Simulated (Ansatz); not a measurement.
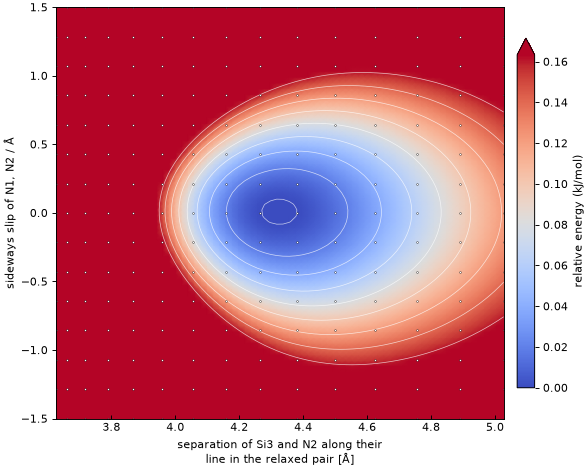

The pair N₂···H₄Si. First axis: separation of Si3 and N2 along their line in the relaxed pair. Second axis: sideways slip of N1, N2. Nothing is relaxed (both partners rigid). The grid has 15 × 15 points. Points are written as (first, second). Energies: kJ/mol, counted from the lowest grid point. Theory: RHF/def2-TZVPD (Ansatz 0.2.0).

In the figure: a smooth colour map with a few white contour lines, dots at the grid points, one colour for all values above the top of the scale. Between grid points the surface is interpolated.

### Estimate the position of the minimum and the force constants in these coordinates.

The interpolated minimum is at the first coordinate ≈ 4.324 Å, sideways slip of N1, N2 ≈ 0.009 Å. The curvatures there are about 0.013 eV/Å² and 0.0047 eV/Å², with a cross term of about 0 eV/Å². Round the minimum the two coordinates are nearly uncoupled. (1 eV is 96.5 kJ/mol.)
